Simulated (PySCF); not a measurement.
## Electronic structure of C₃H₁₂OSi₃ in real space

```xyz
19

C    -2.6034    0.2969    0.7348
C    -2.2163   -0.7460    0.0707
C    -3.1561   -1.8314   -0.2773
Si   -0.2868   -0.8638   -0.3567
Si    1.0056    0.8103    0.5231
O     2.5924    0.5039    0.2029
Si    3.9426   -0.4421    0.1456
H    -1.8278    1.0243    1.0929
H    -3.6146    0.4002    1.1086
H    -2.7898   -2.7848    0.1707
H    -3.1675   -1.9659   -1.3876
H    -4.1412   -1.5763    0.0848
H     0.0544   -2.1155    0.2174
H    -0.0844   -0.8541   -1.8565
H     0.8820    1.1457    1.9835
H     0.8315    2.2402   -0.0638
H     4.8019    0.5257    0.7993
H     3.8009   -1.5921    1.0438
H     4.2649   -0.6973   -1.2280
```

Geometry: GFN2-xTB, MD frame at 250 fs, 300 K.

Level of theory: PBE0/pcSseg-1, SCF density, gas phase, non-relativistic in PySCF.

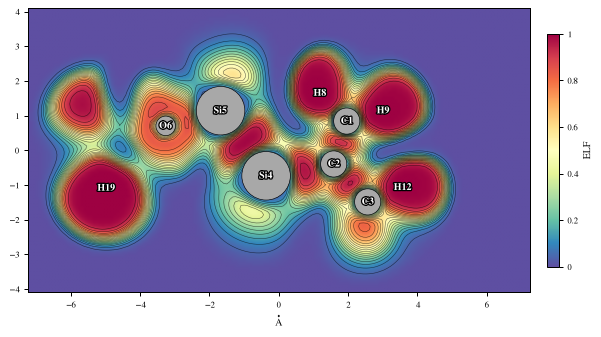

Figure 1. ELF on the plane of atoms C2, Si4 and Si5. Grey discs cover the atomic cores.

Describe what can be read from this map.

Answer.
- Atoms in the plane: C, Si, O and H.
- C–C (1.30 Å): the ELF peaks at about 0.90 between the atoms; a short, multiple covalent bond.
- Si–O (1.65 Å): the ELF peaks at about 0.85 between the atoms, as expected for a polar covalent bond.
- C–Si (1.98 Å): the ELF peaks at about 0.95 between the atoms: localised, covalent bonding.
- Si–Si (2.29 Å): the ELF peaks at about 1 between the atoms: a shared electron pair.
- C–H (1.08 Å): the ELF climbs to about 1 towards the hydrogen, as it does in any bond to H; an ordinary covalent bond to hydrogen.
- The ELF also peaks beside O6, away from the bonds: lone-pair regions.

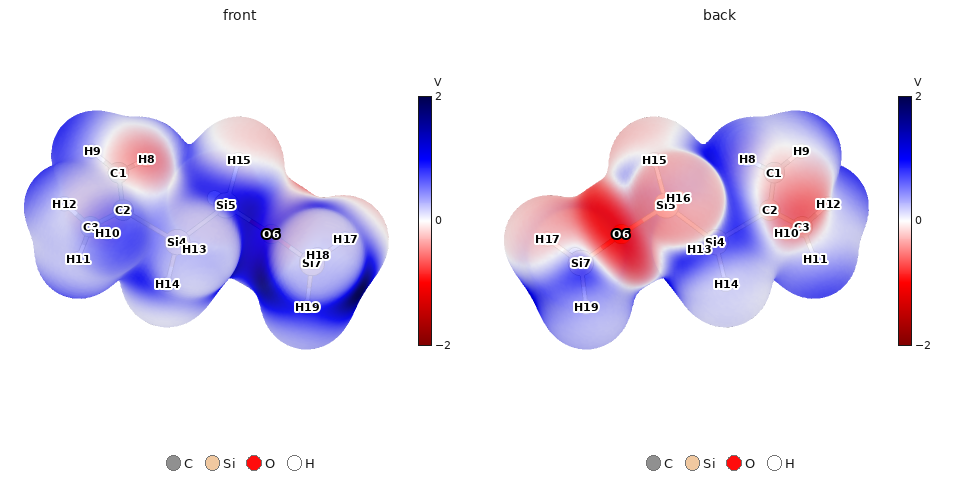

Figure 2. The electrostatic potential painted on the density surface at 0.002 e/bohr³, seen from the front and from behind; the colour scale runs from red (negative) to blue (positive).

Describe the electrostatic potential map.

Answer. The most negative region (about −1.0 V, or −23 kcal/mol for a unit charge) lies over O6, the most positive (about +1.8 V, or +42 kcal/mol for a unit charge) over Si7. O6 is the likeliest acceptor of a hydrogen bond.
